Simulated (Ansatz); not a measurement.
# NaGeCl3 (built on the sites of a database entry of CsGeBr3): following an unstable mode, part 2 of 2

Aim: this structure of NaGeCl3 (built on the sites of a database entry of CsGeBr3) is to be tested for unstable modes, and one is followed downhill.

Ansatz 0.2.0; DFT PBEsol, scalar-relativistic, plane waves, PAW.

So far, highest frequency on the path or at a solved wavevector (cm⁻¹): step 2 (the dispersion) 270. Also lowest frequency on the path (cm⁻¹): step 2 -90.6.

The structure was built from a prototype and need not be the compound's stable phase.

### Step 5. Energy along the mode, all amplitudes (two of the runs are shown above)

An imaginary frequency means negative curvature, so the energy should fall and then rise again as anharmonic terms take over.

Numbers from this step:

```
depth at the lowest point sampled  : 18.34 meV/atom
largest atomic shift at that point : 0.6 Å
```

Table of energy from the parent by largest atomic shift:

| largest atomic shift (Å) | energy from the parent (meV/atom) |
| --- | --- |
| 0.000 | 0 |
| 0.040 | -0.106 |
| 0.080 | -0.422 |
| 0.140 | -1.28 |
| 0.220 | -3.11 |
| 0.320 | -6.34 |
| 0.450 | -11.7 |
| 0.600 | -18.3 |

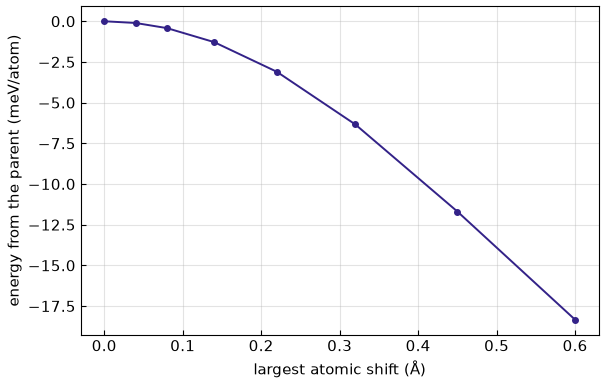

Energy from the parent, plotted against largest atomic shift.

Displacement at unit largest shift by atom:

| atom | x (Å) | y (Å) | z (Å) | size |
| --- | --- | --- | --- | --- |
| Na1 | 0.00 | -1.00 | 0.00 | 1.00 |
| Na2 | 0.00 | 1.00 | 0.00 | 1.00 |
| Ge3 | 0.00 | 0.00 | 0.00 | 0.00 |
| Ge4 | 0.00 | 0.00 | 0.00 | 0.00 |
| Cl5 | 0.19 | 0.00 | 0.00 | 0.19 |
| Cl6 | -0.19 | 0.00 | 0.00 | 0.19 |
| Cl7 | 0.00 | 0.00 | 0.00 | 0.00 |
| Cl8 | 0.00 | 0.00 | 0.00 | 0.00 |
| Cl9 | 0.00 | 0.00 | 0.19 | 0.19 |
| Cl10 | 0.00 | 0.00 | -0.19 | 0.19 |

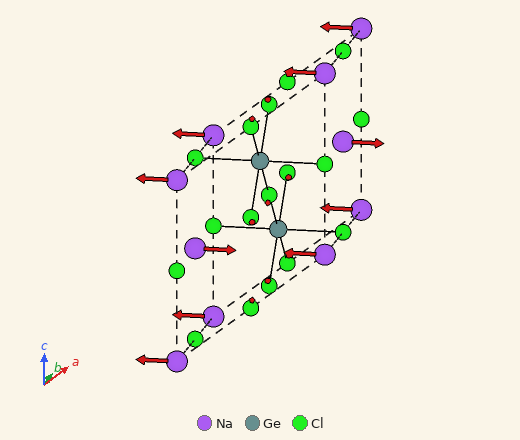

Displacement at unit largest shift as arrows, the longest 1 Å. Some periodic images of atoms are drawn too.

The lowest of the steps tried is the last one, at 0.6 Å, 18.3 meV/atom below the parent; the bottom of the well need not coincide with a step.

### Step 6. Relaxing from the distorted cell

Starting from the lowest point found, all atoms and the cell are let go, so that strain and other modes of the same symmetry can join in.

File input.yaml:

```yaml
crystal:
  lattice:
    - [5.1317724219, 5.1317724219, 0.0]
    - [5.1317724219, 0.0, 5.1317724219]
    - [5.1317724219, 0.0, -5.1317724219]
  atoms:
    - { symbol: Na, position: [-0.1169186688, 0.0584593344, 0.0584593344] }
    - { symbol: Na, position: [0.1169186688, 0.4415406656, 0.4415406656] }
    - { symbol: Ge, position: [0.5, 0.25, 0.75] }
    - { symbol: Ge, position: [0.5, 0.75, 0.25] }
    - { symbol: Cl, position: [0.5, 0.0113331619, 0.0113331619] }
    - { symbol: Cl, position: [0.5, 0.4886668381, 0.4886668381] }
    - { symbol: Cl, position: [0.0, 0.5, 0.0] }
    - { symbol: Cl, position: [0.0, 0.0, 0.5] }
    - { symbol: Cl, position: [0.5, 0.0113331619, 0.4886668381] }
    - { symbol: Cl, position: [0.5, 0.4886668381, 0.0113331619] }
kpoints:
  mp_grid: { grid: [6, 6, 6] }
hamiltonian:
  xc: pbesol
scf:
  occupations: { method: fixed }
output:
  forces: true
  stress: true
  eigenvalues: true
relax:
  adjacent_minimum: "off"
  f_tol: 0.002
  max_steps: 120
  cell: { stress_tol: 0.03 }
```

Launch:

```bash
$ ansatz run input.yaml --threads 8 --pin off --max-ram 14336MiB --backend cpu --events-out ev --progress --plain --runs-dir out
```

Numbers of over 12 decimals in the logs are rounded to 6 here.

The log of the run:

```text
[...]
Crystal: 10 atoms, lattice volume = 270.291 Å³
Basis set: ecut = 420 eV, 5209 PW (Γ), exchange–correlation on 100×100×100 points (8 copies of the dense FFT grid, shifted against one another)
Bands: 54, of which v1, the nominal top of the filled ones, is band 44 counted from 1 (43 counted from 0)
Symmetry: 16 space group operations
[...]
k-points: 30 of 216
[...]
SCF iter   1: F=—  HF=-17834.498929 eV  |F-HF|=—  |Δ(HF+E_count)|=         —  Δρ=2.75e-3  dr2=2.77e-2  ethr=1.77e-3  ⟨swp⟩=4.9  Hψ=5259  notcnv=0  defer=210
[...]
SCF iter   8: F=-17834.483978 eV  HF=-17834.483978 eV  |F-HF|=2.14e-8  |Δ(HF+E_count)|=   8.05e-8  Δρ=3.15e-6  dr2=2.11e-8  ethr=1.08e-10  ⟨swp⟩=5.0  Hψ=6144  notcnv=0
SCF 1 converged in 8 iterations: F = -17834.483978 eV  dr2 = 2.11e-8
[...]
relax step   1: F+E_penalty+E_count = -17834.48397763 eV  Δ(F+E_penalty+E_count) = +0.000e0 eV  max|allowed force component| = 1.940e-1 eV/Å  Δτ_max = 0.0000 Å  P = +0.299 GPa  Ω = 270.291 Å³  (8 SCF iters, dr2 threshold 1.00e-7 eV, accepted)
Crystal: 10 atoms, lattice volume = 274.232 Å³
Basis set: ecut = 420 eV, 5329 PW (Γ), exchange–correlation on 100×100×100 points (8 copies of the dense FFT grid, shifted against one another)
[...]
iter 1 solved again at ethr=8.36e-5 eV; its pass at ethr=3.10e-3 eV (dr2=7.36e-2 eV) is discarded
[...]
SCF iter   6: F=-17834.514843 eV  HF=-17834.514842 eV  |F-HF|=1.99e-6  |Δ(HF+E_count)|=   1.38e-5  Δρ=1.46e-5  dr2=9.41e-7  ethr=1.14e-9  ⟨swp⟩=11.1  Hψ=9985  notcnv=0
SCF 2 converged in 6 iterations: F = -17834.514843 eV  dr2 = 9.41e-7
relax step   2: F+E_penalty+E_count = -17834.51484349 eV  Δ(F+E_penalty+E_count) = -3.087e-2 eV  max|allowed force component| = 1.612e-1 eV/Å  Δτ_max = 0.0894 Å  P = -0.070 GPa  Ω = 274.232 Å³  energy of the carried Pulay correction = -1.446e-4 eV  (6 SCF iters, dr2 threshold 1.00e-6 eV, accepted)
Crystal: 10 atoms, lattice volume = 277.715 Å³
Basis set: ecut = 420 eV, 5441 PW (Γ), exchange–correlation on 100×100×100 points (8 copies of the dense FFT grid, shifted against one another)
[...]
SCF iter   7: F=-17834.565532 eV  HF=-17834.565528 eV  |F-HF|=3.58e-6  |Δ(HF+E_count)|=   2.06e-5  Δρ=1.12e-5  dr2=6.12e-7  ethr=1.14e-9  ⟨swp⟩=12.7  Hψ=8475  notcnv=0
SCF 3 converged in 7 iterations: F = -17834.565532 eV  dr2 = 6.12e-7
relax step   3: F+E_penalty+E_count = -17834.56553178 eV  Δ(F+E_penalty+E_count) = -5.069e-2 eV  max|allowed force component| = 1.391e-2 eV/Å  Δτ_max = 0.1958 Å  P = -0.012 GPa  Ω = 277.715 Å³  energy of the carried Pulay correction = -2.707e-4 eV  (7 SCF iters, dr2 threshold 1.00e-6 eV, accepted)
[...]
relax step   4: F+E_penalty+E_count = -17834.56726269 eV  Δ(F+E_penalty+E_count) = -1.731e-3 eV  max|allowed force component| = 1.084e-2 eV/Å  Δτ_max = 0.0174 Å  P = +0.007 GPa  Ω = 278.054 Å³  energy of the carried Pulay correction = -2.828e-4 eV  (6 SCF iters, dr2 threshold 1.89e-7 eV, accepted)
[...]
relax step   5: F+E_penalty+E_count = -17834.56750438 eV  Δ(F+E_penalty+E_count) = -2.417e-4 eV  max|allowed force component| = 6.175e-3 eV/Å  Δτ_max = 0.0112 Å  P = +0.010 GPa  Ω = 277.928 Å³  energy of the carried Pulay correction = -2.783e-4 eV  (6 SCF iters, dr2 threshold 1.50e-8 eV, accepted)
[...]
relax step   6: F+E_penalty+E_count = -17834.56753682 eV  Δ(F+E_penalty+E_count) = -3.244e-5 eV  max|allowed force component| = 1.608e-3 eV/Å  Δτ_max = 0.0029 Å  P = -0.000 GPa  Ω = 277.973 Å³  energy of the carried Pulay correction = -2.799e-4 eV  (6 SCF iters, dr2 threshold 2.38e-9 eV, accepted)
[...]
SCF iter   9: F=-17834.567807 eV  HF=-17834.567807 eV  |F-HF|=0.00e0  |Δ(HF+E_count)|=  2.91e-11  Δρ=2.85e-8  dr2=2.55e-12  ethr=1.00e-12  ⟨swp⟩=4.0  Hψ=4919  notcnv=0
SCF 7 converged in 9 iterations: F = -17834.567807 eV  dr2 = 2.55e-12
relax step   7: F+E_penalty+E_count = -17834.56780715 eV  Δ(F+E_penalty+E_count) = -2.703e-4 eV  max|allowed force component| = 1.606e-3 eV/Å  Δτ_max = 0.0000 Å  P = -0.000 GPa  Ω = 277.973 Å³  stress off target by 4.81e-3 GPa  SCF on the basis re-selected at this cell (its energy is not comparable with the rows above)  (9 SCF iters)
basis re-selected at this cell: Δ(F+E_penalty+E_count) = -2.703e-4 eV, ΔP = -0.000 GPa vs the last step (what re-selecting the basis moved, of the pressure what is left beyond the Pulay correction that the steps carried, after the strain that the cell walked since its last selection, with what the two solves' SCF thresholds leave and, on support functions, any second-order correction that the steps lacked; it is no m [...]
SCF converged after 9 iterations
Free energy (F): -17834.567807 eV
[...]
Internal energy: -17834.567807 eV  (E = F + TS)
E sigma→0 (E₀):  -17834.567807 eV
Fermi energy:    3.751183 eV
[...]
--- Forces (eV/Å), atoms counted from 1 ---
  atom   1  Na     0.00000000    -0.00002578     0.00000000
  atom   2  Na     0.00000000     0.00002578     0.00000000
  atom   3  Ge    -0.00000000     0.00000000    -0.00000000
  atom   4  Ge     0.00000000     0.00000000     0.00000000
  atom   5  Cl     0.00160633    -0.00000000     0.00000000
  atom   6  Cl    -0.00160633     0.00000000     0.00000000
  atom   7  Cl     0.00000000     0.00000000     0.00000000
  atom   8  Cl     0.00000000     0.00000000     0.00000000
  atom   9  Cl    -0.00000000     0.00000000     0.00160633
  atom  10  Cl     0.00000000    -0.00000000    -0.00160633
  max |Σ_I F_I| component: 1.73e-18 eV/Å
--- Stress (GPa, compression-positive) ---
       -0.002791       0.000000      -0.000000
        0.000000       0.004808      -0.000000
       -0.000000      -0.000000      -0.002791
  P = ⅓ Tr σ = -0.0003 GPa (-0.003 kbar)
--- Band table (eV; the first three rows and the last of 30) ---
  k-point 0: bands = [... 40 lower, 0.8010, 1.0340, 1.0340, 3.7512, 4.4829, 4.4829, 4.5140, 5.5944, ... 6 higher]
  k-point 1: bands = [... 40 lower, 0.7340, 0.9510, 0.9780, 3.0101, 4.8474, 4.8563, 5.2343, 5.8013, ... 6 higher]
  k-point 2: bands = [... 40 lower, 0.6408, 0.8120, 0.8594, 2.0342, 5.7053, 5.7219, 6.1791, 6.3536, ... 6 higher]
  k-point 29: bands = [... 40 lower, 0.2709, 0.7943, 1.6899, 2.5171, 5.0561, 5.0561, 5.5551, 7.2657, ... 6 higher]
--- Relaxed structure (6 steps of the walk, 6 accepted, 1 SCFs on fresh bases) ---
  F+E_penalty+E_count = -17834.56780715 eV   max|allowed force component| = 1.606e-3 eV/Å   (the final SCF, on the basis selected at the relaxed cell)
  cell:  # Å, volume = 277.9725 Å³
    - [5.180754, 5.178286, 0]
    - [5.180754, 0, 5.180754]
    - [5.180754, 0, -5.180754]
  atoms:
    - { symbol: Na, position: [-0.174130, 0.087065, 0.087065] }
    - { symbol: Na, position: [0.174130, 0.412935, 0.412935] }
    - { symbol: Ge, position: [0.5, 0.250000, 0.75] }
    - { symbol: Ge, position: [0.5, 0.75, 0.250000] }
    - { symbol: Cl, position: [0.5, 0.016128, 0.016128] }
    - { symbol: Cl, position: [0.5, 0.483872, 0.483872] }
    - { symbol: Cl, position: [-1.0056568991655037e-18, 0.5, 0.0] }
    - { symbol: Cl, position: [-1.0056568991655036e-18, 0.0, 0.5] }
    - { symbol: Cl, position: [0.5, 0.016128, 0.483872] }
    - { symbol: Cl, position: [0.5, 0.483872, 0.016128] }
```

Run time: 51 s. Hardware: 8 threads of Arm Neoverse N1, shared host; peak memory 1.2 GiB.

The steps of the relaxation:

| step | energy less that of the first step (eV) | largest force component (eV/Å) | pressure (GPa) | volume (Å³) |
| --- | --- | --- | --- | --- |
| 1 | 0.0000 | 0.1940 | 0.30 | 270.29 |
| 2 | -0.0309 | 0.1612 | -0.07 | 274.23 |
| 3 | -0.0816 | 0.0139 | -0.01 | 277.72 |
| 4 | -0.0833 | 0.0108 | 0.01 | 278.05 |
| 5 | -0.0835 | 0.0062 | 0.01 | 277.93 |
| 6 | -0.0836 | 0.0016 | 0.00 | 277.97 |
| 7* | -0.0838 | 0.0016 | 0.00 | 277.97 |

Relaxation steps marked * repeat the geometry before them on a plane-wave basis chosen anew for their cell, so energy and pressure can jump there.

The run keeps the 16 symmetry operations that it works with, so distortions that break them were not tested.

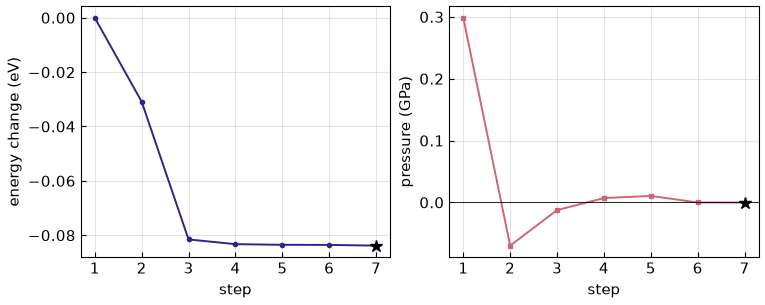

Energy and pressure along the relaxation. Stars mark steps on a basis chosen anew.

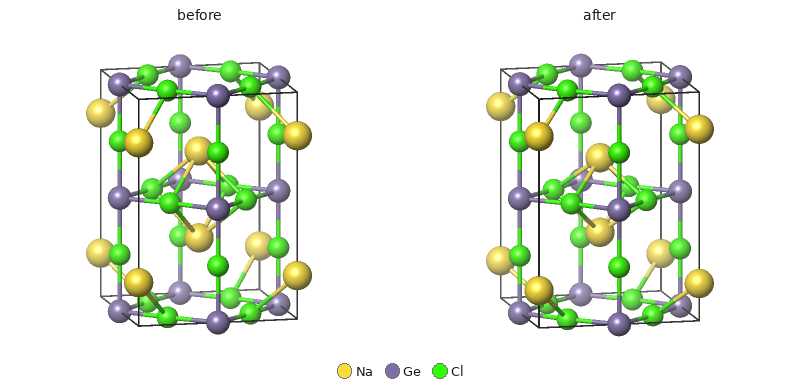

Before and after, at one scale.

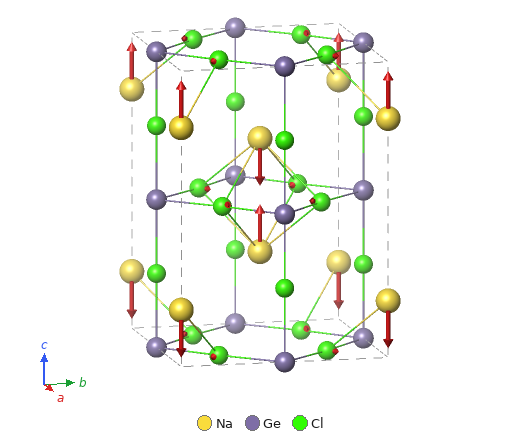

Displacements in the relaxation, exaggerated, measured against the changing cell; the longest in the cell stands for 0.30 Å. Some periodic images of atoms are drawn too.

| conventional cell, symmetrised | before | after | change |
| --- | --- | --- | --- |
| a (Å) | 7.257 | 7.327 | +1.0 % |
| b (Å) | 7.257 | 7.327 | +1.0 % |
| c (Å) | 10.264 | 10.357 | +0.9 % |
| volume (Å³/atom) | 27.03 | 27.80 | +2.8 % |

The atoms that moved most (Å, as changes of fractional coordinates times the final cell):

| atom | dx | dy | dz | length |
| --- | --- | --- | --- | --- |
| Na2 | 0.000 | 0.296 | 0.000 | 0.296 |
| Na1 | 0.000 | -0.296 | 0.000 | 0.296 |
| Cl9 | 0.000 | 0.000 | 0.050 | 0.050 |
| Cl10 | 0.000 | 0.000 | -0.050 | 0.050 |
| Cl5 | 0.050 | 0.000 | 0.000 | 0.050 |
| Cl6 | -0.050 | 0.000 | 0.000 | 0.050 |

The relaxed structure:

```
Na Ge Cl
1.0
     5.18075    5.17829    0.00000
     5.18075    0.00000    5.18075
     5.18075    0.00000   -5.18075
Na Ge Cl
2 2 6
Direct
  0.82587 0.08706 0.08706
  0.17413 0.41294 0.41294
  0.50000 0.25000 0.75000
  0.50000 0.75000 0.25000
  0.50000 0.01613 0.01613
  0.50000 0.48387 0.48387
  0.00000 0.50000 0.00000
  0.00000 0.00000 0.50000
  0.50000 0.01613 0.48387
  0.50000 0.48387 0.01613
```

Numbers from this step:

```
pressure          : -2.58e-4 GPa
gap on the k-mesh : 0.7317 eV
volume per atom   : 27.80 Å³
```

The distorted start has space group I4/mmm; the relaxation ends in I4/mmm.

### Step 7. Outcome

```json
{
 "unstable mode of the parent": "q = (-0.5, -0.5, -0.5), 84i cm⁻¹",
 "depth at the lowest point sampled": "18.3 meV/atom",
 "largest atomic shift at that point": "0.6 Å",
 "space group reached (within 0.01 Å)": "I4/mmm",
 "energy gained over the parent (first relaxation, on the mesh of the frozen mode)": "26.7 meV/atom",
 "volume per atom, phase reached": "27.8 Å³",
 "gap on the k-mesh, phase reached": "0.732 eV"
}
```

In words: Along this mode the structure falls into I4/mmm, 26.7 meV/atom below the parent. At the parent's cell the well is 18.34 meV/atom deep on the steps tried, with its lowest point at a shift of 0.6 Å. That is the last step tried, so the steps alone don't bracket the bottom of the well. Relaxing atoms and cell changes the gain by +8.38 meV/atom against the lowest step (energies at zero smearing). The modes of the phase reached were not computed on this path. Of the 6 patterns followed to their end from this parent, this one ends 61.6 meV/atom above the lowest, Imma. Each path keeps the symmetry of its pattern, so a lower phase may lie along a pattern not tried. The starting cell was built on a prototype and not taken from a measurement, so the phase need not exist.

[Logs are printed without paths, hosts, clocks, repeated set-up lines and the standing remarks that a program may print on its own settings, such as how far it seeks lower states.]

[Hosts, paths, dates, database ids (printed as entryN), source tags and the programs' standing remarks are cut or masked in the printed files.]
